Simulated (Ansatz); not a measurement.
**[AlH3]− (SMILES [AlH3-]): levels of theory compared**

Aim: a comparison of 6 runs (UBLYP/3-21G, USVWN5/3-21G, U-wB97M-V/6-31G*, RPA@PBE/3-21G, UCCSD/3-21G, UCCSD/6-31G*) of [AlH3]−. 

The calculation is run with Ansatz 0.2.0.

### Step 1. The structure to begin with

The species is [AlH3]− (4 atoms), meant as a doublet with charge -1. SMILES: `[AlH3-]`. The H2–Al1 distance was set to 4.210 Å, away from the relaxed value. At this shape a bond of the SMILES string is far longer than usual.

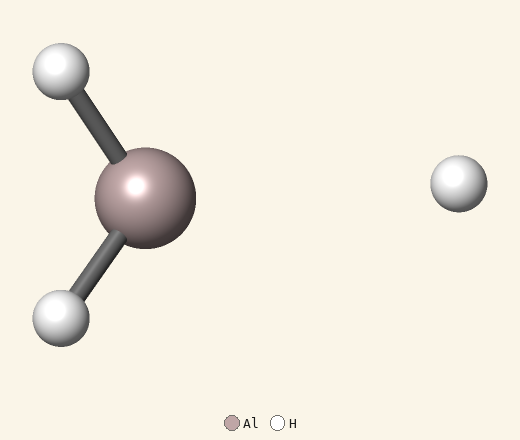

The structure, seen from a chosen angle (aluminium light grey, hydrogen white).

### Step 2. A single-point energy at UBLYP/3-21G (run 1)

The input, input.yaml:

```yaml
basis:
  gaussian:
    orbitals: 3-21G.json
crystal:
  periodic: [false, false, false]
  atoms:
    - {symbol: Al, position_ang: [-1.110527, 0.007272, -2.604802]}
    - {symbol: H, position_ang: [0.471920, 0.754070, 1.224440]}
    - {symbol: H, position_ang: [-2.299577, -1.131938, -2.247042]}
    - {symbol: H, position_ang: [0.089783, -0.973638, -3.265232]}
total_charge: -1
magnetization:
  spin_polarized: true
  initial_magnetization: 1
hamiltonian:
  xc: {name: BLYP}
accuracy: high
```

The basis set 3-21G is read from a file made from the Basis Set Exchange's data (not shown).

Started as:

```bash
$ ansatz run input.yaml --threads 1 --pin off --max-ram 2610MiB --events-out events.jsonl --progress --plain --runs-dir runs
```

What it wrote:

```text
Warning: RAYON_NUM_THREADS=1 ignored (pool sized by the plan → 1); use --threads N
Functional definition: BLYP
  name "BLYP"
  parameter beta = 0.0042
  parameter a = 0.04918
  parameter b = 0.132
  parameter c = 0.2533
  parameter d = 0.349
  exchange = b88_x(beta = beta)
  correlation = lyp_c(a = a, b = b, c = c, d = d)
358 factors; integrals over basis functions are off by at most 3.8e-9 eV
mean field evaluation 1: about -6601.4227 eV, gradient 1.3e1 eV
mean field evaluation 2: about -6587.0950 eV, gradient 1.9e1 eV
mean field evaluation 4: about -6604.4203 eV, gradient 5.7e0 eV
mean field evaluation 8: about -6604.4496 eV, gradient 4.3e0 eV
mean field evaluation 16: about -6605.0734 eV, gradient 4.5e-8 eV
mean field evaluation 32: about -6604.7709 eV, gradient 2.5e-1 eV
mean field -6605.07337897 eV, -242.7319695975 hartree, gradient 2.2e-8 eV, S^2 0.810067; 3 other end points of the search recorded, 0 dependent functions left out
reference -6605.07342791 eV, -242.7319713961 hartree; 9, 8 occupied and 10, 11 virtual orbitals, 358 factors
Total energy: -6605.07342791 eV, -242.7319713961 hartree
```

Run time: 1.9 s. Hardware: 1 thread of Arm Neoverse V2, shared host; peak memory 0.11 GiB.

### Step 3. A single-point energy at USVWN5/3-21G (run 2)

The input, molecule.yaml:

```yaml
basis:
  gaussian:
    orbitals: 3-21G.json
crystal:
  periodic: [false, false, false]
  atoms:
    - {symbol: Al, position_ang: [-1.110527, 0.007272, -2.604802]}
    - {symbol: H, position_ang: [0.471920, 0.754070, 1.224440]}
    - {symbol: H, position_ang: [-2.299577, -1.131938, -2.247042]}
    - {symbol: H, position_ang: [0.089783, -0.973638, -3.265232]}
magnetization:
  spin_polarized: true
  initial_magnetization: 1
hamiltonian:
  xc: {name: SVWN5}
accuracy: high
total_charge: -1
```

The basis set 3-21G is read from a file made from the Basis Set Exchange's data (not shown).

Started as:

```bash
$ ansatz run molecule.yaml --threads 1 --pin off --max-ram 2610MiB --events-out events.jsonl --progress --plain --runs-dir runs
```

What it wrote:

```text
Warning: RAYON_NUM_THREADS=1 ignored (pool sized by the plan → 1); use --threads N
Functional definition: SVWN5
  name "SVWN5"
  exchange = slater_x
  correlation = vwn5_c
358 factors; integrals over basis functions are off by at most 3.8e-9 eV
mean field evaluation 1: about -6572.0088 eV, gradient 1.2e1 eV
mean field evaluation 2: about -6558.6454 eV, gradient 1.9e1 eV
mean field evaluation 4: about -6573.1039 eV, gradient 8.0e0 eV
mean field evaluation 8: about -6574.1666 eV, gradient 7.0e0 eV
mean field evaluation 16: about -6575.4607 eV, gradient 6.6e-9 eV
mean field evaluation 32: about -6575.1462 eV, gradient 3.6e-1 eV
mean field -6575.46071231 eV, -241.6437241701 hartree, gradient 2.0e-8 eV, S^2 0.817909; 3 other end points of the search recorded, 0 dependent functions left out
reference -6575.46071539 eV, -241.6437242833 hartree; 9, 8 occupied and 10, 11 virtual orbitals, 358 factors
Total energy: -6575.46071539 eV, -241.6437242833 hartree
```

It took 1.1 s on 1 thread of Arm Neoverse V2, shared host; peak memory 0.093 GiB.

Run 3 isn't shown in full; the table further down has it.

### Step 4. A single-point energy at RPA@PBE/3-21G (run 4)

Edit molecule.yaml of step 3 so:

```diff
@@ -10,2 +10,3 @@
     - {symbol: H, position_ang: [0.089783, -0.973638, -3.265232]}
+total_charge: -1
 magnetization:
@@ -14,4 +15,6 @@
 hamiltonian:
-  xc: {name: SVWN5}
+  xc: {name: PBE}
+correlation:
+  method: rpa
+  frozen_orbitals: {Al: 5, H: 0}
 accuracy: high
-total_charge: -1
```

The basis set 3-21G is read from a file made from the Basis Set Exchange's data (not shown).

Started as:

```bash
$ ansatz run molecule.yaml --threads 1 --pin off --max-ram 2610MiB --events-out events.jsonl --progress --plain --runs-dir runs
```

What it wrote (excerpt; [...] marks lines left out):

```text
Warning: RAYON_NUM_THREADS=1 ignored (pool sized by the plan → 1); use --threads N
Functional definition: PBE
  name "PBE"
[...]
358 factors; integrals over basis functions are off by at most 3.8e-9 eV
[...]
mean field -6601.23328789 eV, -242.5908488533 hartree, gradient 2.1e-8 eV, S^2 0.859290; 5 other end points of the search recorded, 0 dependent functions left out
5 core orbitals not correlated: weight in the atoms' cores, before any rotation towards them, 1.000 or more for the frozen orbitals, at most 0.000 for the correlated occupied ones
reference -6589.13724954 eV, -242.1463276430 hartree; 4, 3 occupied and 10, 11 virtual orbitals, 358 factors
Total energy: -6593.05323488 eV, -242.2902374498 hartree
```

It took 3.3 s on 1 thread of Arm Neoverse V2, shared host; peak memory 0.11 GiB.

Run 5 isn't shown in full; the table further down has it.

### Step 5. The energy at UCCSD/6-31G(d) (spherical functions) (run 6)

The input, molecule.yaml:

```yaml
crystal:
  periodic: [false, false, false]
  atoms:
    - {symbol: Al, position_ang: [-1.110527, 0.007272, -2.604802]}
    - {symbol: H, position_ang: [0.471920, 0.754070, 1.224440]}
    - {symbol: H, position_ang: [-2.299577, -1.131938, -2.247042]}
    - {symbol: H, position_ang: [0.089783, -0.973638, -3.265232]}
basis:
  gaussian: {orbitals: 6-31G_st_-spherical.json}
total_charge: -1
magnetization: {spin_polarized: true, initial_magnetization: 1}
correlation: {method: ccsd, frozen_orbitals: {Al: 5, H: 0}}
accuracy: high
scf: {omitted_lower_state_checks: [cluster_reference, increment]}
```

The basis set 6-31G* is read from a file made from the Basis Set Exchange's data (not shown).

Started as:

```bash
$ ansatz run molecule.yaml --threads 1 --pin off --max-ram 2610MiB --events-out events.jsonl --progress --plain --runs-dir runs
```

What it wrote:

```text
Warning: RAYON_NUM_THREADS=1 ignored (pool sized by the plan → 1); use --threads N
[... 15 lines left out ...]
5 core orbitals not correlated: weight in the atoms' cores, before any rotation towards them, 1.000 or more for the frozen orbitals, at most 0.000 for the correlated occupied ones
[... 47 lines left out ...]
Total energy: -6628.09461586 eV, -243.5779844491 hartree
Checks for a lower state left out: cluster_reference, increment
```

Run time: 0.5 s. Hardware: 1 thread of Arm Neoverse V2, shared host.

### Step 6. Overview of the runs

| run | level | frozen core orbitals | energy (Eh) | ⟨S²⟩ | wall time |
| --- | --- | --- | --- | --- | --- |
| 1 | UBLYP/3-21G | – | -242.731971 | 0.810 | 1.9 s |
| 2 | USVWN5/3-21G | – | -241.643724 | 0.818 | 1.1 s |
| 3 | U-wB97M-V/6-31G* (spherical functions) | – | -244.030833 | 0.815 | 32 s |
| 4 | RPA@PBE/3-21G | 5 | -242.290237 | 0.859 | 3.3 s |
| 5 | UCCSD/3-21G | 5 | -242.234079 | 1.188 | 0.28 s |
| 6 | UCCSD/6-31G* (spherical functions) | 5 | -243.577984 | 1.228 | 0.5 s |

### Step 7. Results

| quantity | value |
| --- | --- |
| run 6: total energy | -243.57798 Eh |
| run 6: correlation energy (5 core orbitals frozen) | -72.5 mEh |
| run 6: ⟨S²⟩ of the reference determinant | 1.228 |
| run 6: T1 diagnostic | 0.089 |

In words: Totals of different functionals can't be ranked against each other. Spin contamination of the reference: run 6 ⟨S²⟩ = 1.23, run 5 ⟨S²⟩ = 1.19, run 4 ⟨S²⟩ = 0.86. All runs together took 39 s, the longest 32 s.
